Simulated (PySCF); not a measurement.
SMILES CC(C)C[SiH2][Si](Cl)(Cl)Cl at its GFN2-xTB optimised geometry (Å):

```
20

C      0.2754    -1.4147    -1.2004
C      0.8020    -0.6359     0.0000
C      2.3301    -0.6359     0.0000
C      0.2808     0.8052     0.0000
Si    -1.6106     1.0038     0.0991
Si    -2.4707    -0.3573     1.7835
Cl    -2.7154    -2.2971     1.2142
Cl    -4.3063     0.2799     2.3930
Cl    -1.3087    -0.4070     3.4561
H      0.7074    -2.4125    -1.2236
H     -0.8063    -1.5150    -1.1535
H      0.5371    -0.9061    -2.1258
H      0.4599    -1.1334     0.9146
H      2.7091    -0.1512    -0.8978
H      2.7131    -1.6536     0.0275
H      2.7154    -0.1034     0.8667
H      0.6508     1.3106    -0.8944
H      0.7255     1.3296     0.8495
H     -1.9095     2.4125     0.3932
H     -2.2579     0.6898    -1.1820
```

Computed with PySCF 2.14.0 with CAM-B3LYP/def2-SVP.

Map of the log10 of the electron density (e/bohr³), floored at −4 on the plane z = 0.8 Å:

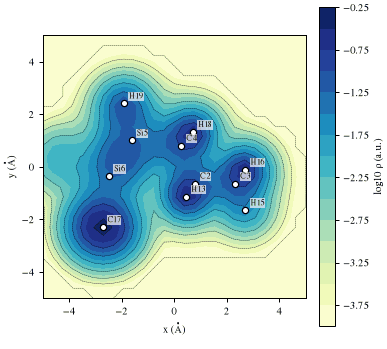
Figure: Log10 of the electron density (e/bohr³), floored at −4 on the plane z = 0.8 Å.
